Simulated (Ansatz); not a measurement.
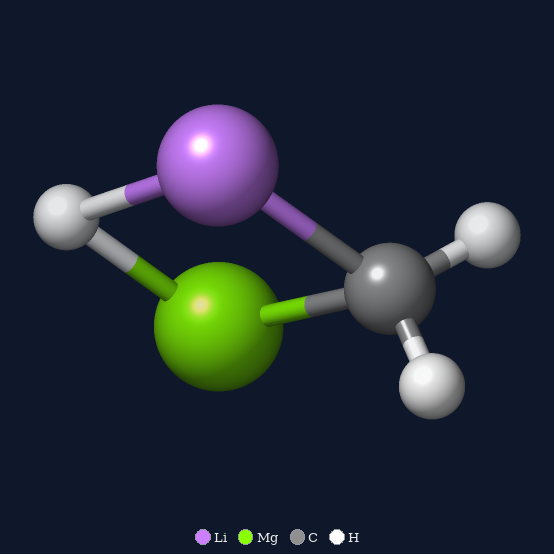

Rendered structure (ball-and-stick style).

The computed structure is the end point of a PBE0-D4/def2-TZVP optimisation. No frequency run is at hand to confirm it as a minimum.

Identify the structure.

It has 6 atoms: 1 carbon, 3 hydrogen, 1 lithium and 1 magnesium (CH3LiMg). The point group is Cs. Coordination, clear cases only: 1 Li bent; 1 Mg bent.

The parts below concern this one geometry. Atoms keep their numbers from picture to picture.

Dipole moment

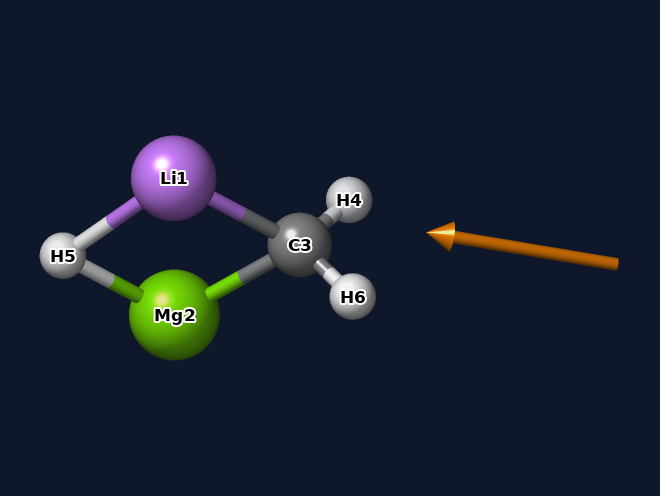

The arrow beside the molecule shows the direction of the dipole moment, from the negative to the positive end (its length means nothing). No frequency run is at hand to confirm it as a minimum. Method: RKS PBE0-D4/def2-TZVP (Ansatz 0.2.0).

**Estimate the dipole moment.**

2.65 D; it points from the side of H4, H6 to the side of H5 (the outermost atoms at the two ends).

Electronic properties

No frequency run is at hand to confirm it as a minimum. Level of theory: RKS PBE0-D4/def2-TZVPP (Ansatz 0.2.0).

Predict the main results.

- HOMO energy (Kohn–Sham orbital): −4.63 eV
- LUMO energy (Kohn–Sham orbital): −1.66 eV
- HOMO–LUMO gap: 2.98 eV

Charges

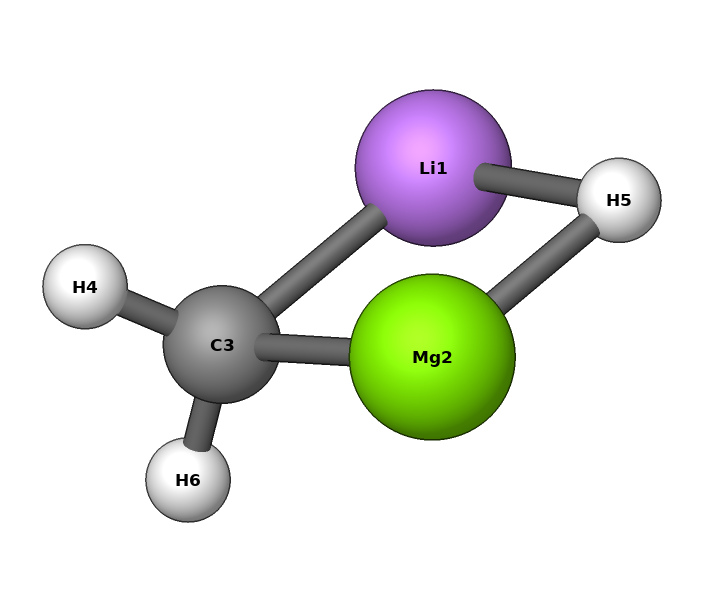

The questions are on Mulliken charges. No frequency run is at hand to confirm it as a minimum. Method: RKS PBE0-D4/def2-TZVP (Ansatz 0.2.0).

**Which atom carries the highest charge (most positive or least negative)?**

Li1 (0.64 e).

**And the lowest?**

C3 (−1.05 e).

Give the Mulliken charges atom by atom.

```
atom  value (e)
 Li1       0.64
 Mg2       0.49
  C3      −1.05
  H4       0.14
  H5      −0.36
  H6       0.14
```

Mulliken values depend strongly on the basis set and can even reverse the polarity of a bond.
